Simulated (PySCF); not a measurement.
**IrS₂⁺: relaxation and vibrations of the singlet**

Where does singlet IrS₂⁺ go from a linear start, is the end point a minimum, and what are its modes, charges and moments?

Program: PySCF 2.14.0. Level of theory: PBE0, basis Ir def2-TZVP with ECP60, S def2-TZVP, scalar-relativistic core potentials, no spin–orbit coupling, density fitting. These are calculated values, not measurements.

## Step 1: Starting geometry

3 atoms, charge 1, spin multiplicity 1.

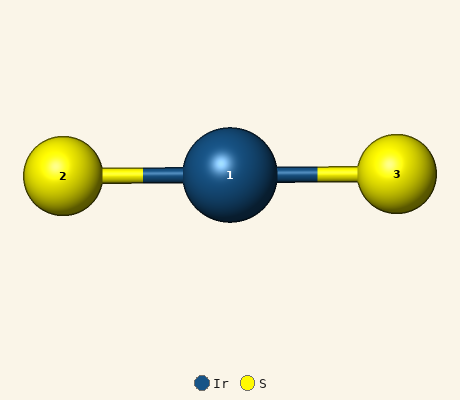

The starting geometry (iridium blue, sulfur yellow); atoms are numbered from 1 in the order of the file.

```xyz
3
charge 1 multiplicity 1
Ir    0.0000    0.0000    0.0000
S     0.0000    0.0000    2.0482
S     0.0000    0.0000   -2.0482
```

## Step 2: First SCF at the start

One driver script runs all steps and calls PySCF; scf.py shows how it sets up the SCF of each step. The optimiser is the driver's own. After this first run the driver tries any further starts and a stability analysis.

Input file scf.py:

```python
from pyscf import gto, scf, dft
mol = gto.M(atom='''
Ir     0.000000     0.000000     0.000000
S      0.000000     0.000000     2.048200
S      0.000000     0.000000    -2.048200''',
    basis={'Ir': 'def2-TZVP', 'S': 'def2-TZVP'},
    ecp={'Ir': 'def2-TZVP'},
    charge=1, spin=0)
mf = dft.RKS(mol, xc='PBE0')
mf.grids.atom_grid = (50, 194)
aux = {'Ir': 'def2-universal-JKFIT', 'S': 'def2-universal-JKFIT'}
mf = mf.density_fit(auxbasis=aux)
mf.conv_tol = 1e-08
mf.diis_space = 10
mf.max_cycle = 60
mf.init_guess = 'minao'
mf.verbose = 4
mf.kernel()
```

On the command line:

```sh
> OMP_NUM_THREADS=2 python axn.py task.json out
```

The log of the run:

```text
init E= -883.746565084868
cycle= 1 E= -899.923652672352  delta_E= -16.2  |g|= 0.824  |ddm|= 9.11
  HOMO = -0.30522749571704  LUMO = -0.282120504682627  gap/eV = 0.62877
cycle= 2 E= -898.441874991659  delta_E= 1.48  |g|= 2.49  |ddm|= 1.75
  HOMO = -0.504924236197144  LUMO = -0.442795379477971  gap/eV = 1.69061
cycle= 3 E= -900.085765465379  delta_E= -1.64  |g|= 0.101  |ddm|= 1.41
  HOMO = -0.522796725130994  LUMO = -0.445786576403708  gap/eV = 2.09555
cycle= 4 E= -900.087887398172  delta_E= -0.00212  |g|= 0.0492  |ddm|= 0.128
  HOMO = -0.516255508438659  LUMO = -0.4417718963746  gap/eV = 2.02680
cycle= 5 E= -900.088368796451  delta_E= -0.000481  |g|= 0.0125  |ddm|= 0.0424
  HOMO = -0.515977214568494  LUMO = -0.441975821743893  gap/eV = 2.01368
cycle= 6 E= -900.088409252618  delta_E= -4.05e-05  |g|= 0.00369  |ddm|= 0.00894
  HOMO = -0.51606961343561  LUMO = -0.442119093323961  gap/eV = 2.01230
cycle= 7 E= -900.088413403007  delta_E= -4.15e-06  |g|= 0.000479  |ddm|= 0.00503
  HOMO = -0.516020482230682  LUMO = -0.442108067488072  gap/eV = 2.01126
cycle= 8 E= -900.08841347259  delta_E= -6.96e-08  |g|= 9.68e-05  |ddm|= 0.000565
  HOMO = -0.516019137779796  LUMO = -0.442104170702652  gap/eV = 2.01133
cycle= 9 E= -900.088413474618  delta_E= -2.03e-09  |g|= 4.7e-05  |ddm|= 7.64e-05
  HOMO = -0.51602077093347  LUMO = -0.442092658910204  gap/eV = 2.01169
Extra cycle  E= -900.088413469671  delta_E= 4.95e-09  |g|= 0.000156  |ddm|= 0.000113
converged SCF energy = -900.088413469671
```

This step, with its further starts and checks, took 11 s on 2 threads of Arm Neoverse V1, shared host.

The starts that the driver tried:

```
                      start  energy (Eh)
    the minimal-basis guess  -900.088413
a thermally smeared density  -900.088413
      a smeared PBE density  -900.088413
```

No lower closed-shell solution turned up from the other starts or in the test of internal stability.

## Step 3: Relaxation: linear start, singlet

The program finds D∞h symmetry in the start, which this walk keeps. The walk stops when the largest gradient is under 0.0003 Eh/bohr and the energy has settled too.

scf.py, as its differences from that of step 2:

```diff
@@ -16 +15,0 @@
-mf.init_guess = 'minao'
```

Energy and gradient, step by step:

```
step  energy (Eh)  change (kJ/mol)  largest symmetric gradient (Eh/bohr)
   0  -900.088413             0.00                               0.01970
   1  -900.089310            -2.35                               0.00586
   2  -900.089406            -2.61                               0.00038
   3  -900.089406            -2.61                               0.00001
```

The walk took 8.9 s.

Geometry (Å) and forces (eV/Å) at some steps:

```
step 0
Ir   0.000   0.000   0.000   0.000   0.000   0.000
S    0.000   0.000   2.048   0.000   0.000   1.013
S    0.000   0.000  -2.048   0.000   0.000  -1.013
step 1
Ir   0.000   0.000   0.000   0.000   0.000   0.000
S    0.000   0.000   2.084   0.000   0.000  -0.301
S    0.000   0.000  -2.084   0.000   0.000   0.301
step 2
Ir   0.000   0.000   0.000   0.000   0.000   0.000
S    0.000   0.000   2.076   0.000   0.000  -0.019
S    0.000   0.000  -2.076   0.000   0.000   0.019
step 3
Ir   0.000   0.000   0.000   0.000   0.000  -0.001
S    0.000   0.000   2.075   0.000   0.000   0.001
S    0.000   0.000  -2.075   0.000   0.000   0.000
```

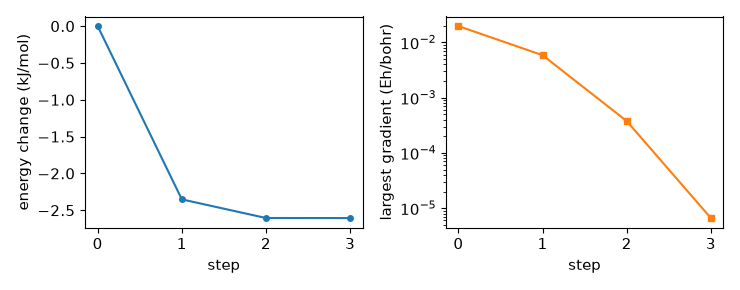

Energy and largest gradient along the walk.

After 3 steps and 2.6 kJ/mol it ends at D∞h: Ir–S 2.075 Å (×2); S–Ir–S 180.0°.

## Step 4: Is it a minimum? Harmonic modes

The point is checked on the finer grid, and tightened if its gradient asks for it. The Hessian and the dipole derivatives come from central differences of analytic gradients, with steps of 0.02 bohr.

scf.py, as its differences from that of step 3:

```diff
@@ -4,2 +4,2 @@
-S      0.000000     0.000000     2.048200
-S      0.000000     0.000000    -2.048200''',
+S      0.000000     0.000000     2.075288
+S      0.000000    -0.000000    -2.075288''',
@@ -10 +10 @@
-mf.grids.atom_grid = (50, 194)
+mf.grids.atom_grid = (75, 302)
@@ -13 +13 @@
-mf.conv_tol = 1e-08
+mf.conv_tol = 1e-10
```

The driver hands on the density of the step before, so the log starts near convergence.

SCF at the final geometry:

```text
init E= -900.089423157449
  HOMO = -0.513628459331731  LUMO = -0.441192206996499  gap/eV = 1.97109
cycle= 1 E= -900.089423157426  delta_E= 2.27e-11  |g|= 1.03e-05  |ddm|= 7.3e-06
  HOMO = -0.513628398818821  LUMO = -0.441194856309507  gap/eV = 1.97102
cycle= 2 E= -900.089423157151  delta_E= 2.75e-10  |g|= 3.61e-05  |ddm|= 2.53e-05
  HOMO = -0.513628509020386  LUMO = -0.44119286747499  gap/eV = 1.97107
cycle= 3 E= -900.089423157446  delta_E= -2.95e-10  |g|= 3.74e-06  |ddm|= 2.04e-05
  HOMO = -0.513628503947354  LUMO = -0.441192842557206  gap/eV = 1.97107
cycle= 4 E= -900.089423157452  delta_E= -5.91e-12  |g|= 2.3e-07  |ddm|= 2.89e-06
  HOMO = -0.513628472115442  LUMO = -0.441192801408292  gap/eV = 1.97107
Extra cycle  E= -900.089423157452  delta_E=    0  |g|= 1.05e-06  |ddm|= 9.2e-07
converged SCF energy = -900.089423157452
```

The whole step took 19 s.

Geometry: D∞h; Ir–S 2.075 Å (×2); S–Ir–S 180.0°.

Modes, for the most abundant isotopes:

| symmetry | ω (cm⁻¹) | IR (km/mol) | μ (u) | type |
| --- | --- | --- | --- | --- |
| πu | 222i | 39.1 | 40.35 | bend |
| σu+ | 541 | 80.6 | 40.35 | stretch |
| σg+ | 546 | 0.0 | 31.97 | stretch |

2 modes are imaginary, the largest at 222i cm⁻¹: a saddle point, not a minimum.

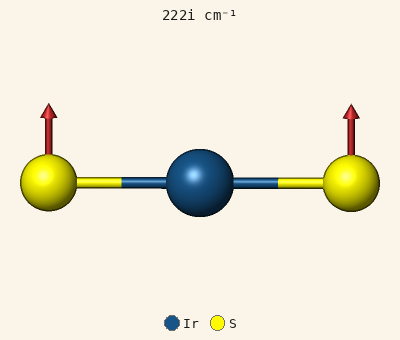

The imaginary mode, as arrows.

Constants and moments:

| Property | Result |
| --- | --- |
| Dipole moment about the centre of mass | 0.00 D |
| Highest occupied level | -13.98 eV |
| Lowest empty level | -12.01 eV |
| Rotational constants | 0.06121 cm⁻¹ |
| Zero-point energy (real modes) | 6.5 kJ/mol |
| Principal polarisabilities | 46.8, 46.8, 144.9 bohr³ |
| Principal traceless quadrupole moments about the centre of mass | -5.39, -5.39, 10.78 D Å |

Populations by atom (charges in e):

```csv
atom,Mulliken,Löwdin,polar tensor,Mayer order to Ir1
Ir1,0.92,0.27,2.07,–
"S2,3",0.04,0.37,-0.53,1.84
```

Outer orbital energies (eV). occupied: -18.19, -17.36, -17.36, -15.03, -15.03, -14.23, -13.98, -13.98; empty: -12.01, -10.31, -10.31, -4.51.

Mulliken populations on Ir1 (outside its core potential): s 2.17, p 6.38, d 7.49, f 0.04.

## Step 5: Downhill along the imaginary mode

The start is the last point, displaced along its most imaginary mode.

The program finds C2v symmetry in the start, which this walk keeps. The walk stops when the largest gradient is under 0.0003 Eh/bohr and the energy has settled too.

scf.py, as its differences from that of step 4:

```diff
@@ -3,3 +3,3 @@
-Ir     0.000000     0.000000     0.000000
-S      0.000000     0.000000     2.075288
-S      0.000000    -0.000000    -2.075288''',
+Ir    -0.039475    -0.004802     0.000000
+S      0.119122     0.014492     2.075288
+S      0.119122     0.014492    -2.075288''',
@@ -10 +10 @@
-mf.grids.atom_grid = (75, 302)
+mf.grids.atom_grid = (50, 194)
@@ -13 +13 @@
-mf.conv_tol = 1e-10
+mf.conv_tol = 1e-08
```

Energy and gradient, step by step:

```
step  energy (Eh)  change (kJ/mol)  largest symmetric gradient (Eh/bohr)
   0  -900.092867             0.00                               0.01951
   1  -900.100031           -18.81                               0.02616
   2  -900.110553           -46.43                               0.02283
   3  -900.118293           -66.76                               0.06416
   4  -900.124740           -83.68                               0.04377
   5  -900.132295          -103.52                               0.02058
   6  -900.140636          -125.42                               0.01278
   7  -900.141553          -127.83                               0.00857
   8  -900.141755          -128.35                               0.00076
   9  -900.141757          -128.36                               0.00002
```

The walk took 26 s.

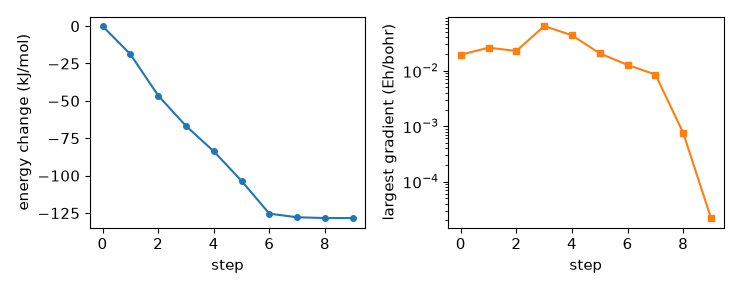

Energy and largest gradient along the walk.

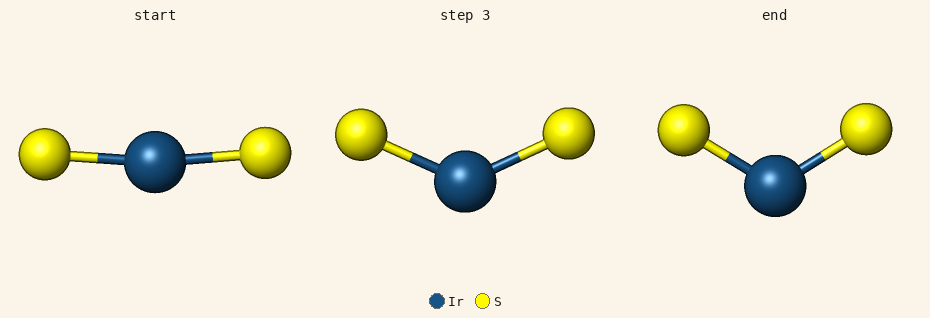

The geometry along the walk, at one scale.

After 9 steps and 128.4 kJ/mol it ends at C2v: Ir–S 2.018 Å (×2); S–Ir–S 116.6°.

[end of part 1 of 2]
